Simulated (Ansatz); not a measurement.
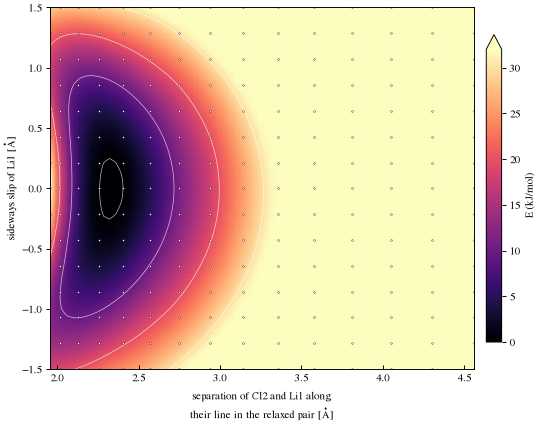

ClHLi, charge +1. First axis: separation of Cl2 and Li1 along their line in the relaxed pair. Second axis: sideways slip of Li1. Nothing is relaxed (both partners rigid). The grid has 15 × 15 points. Points are written as (first, second). Energies: kJ/mol, counted from the lowest grid point. Computed with Ansatz 0.2.0, RKS PBE0-D4/def2-TZVPD.

In the figure: a smooth colour map with a few white contour lines, dots at the grid points, one colour for all values above the top of the scale. Between grid points the surface is interpolated.

**Estimate the position of the minimum and the force constants in these coordinates.**

The interpolated minimum is at the first coordinate ≈ 2.328 Å, sideways slip of Li1 ≈ 0.000 Å. The curvatures there are about 2.7 eV/Å² and 0.22 eV/Å², with a cross term of about −0.02 eV/Å². Round the minimum the two coordinates are nearly uncoupled. (1 eV is 96.5 kJ/mol.)
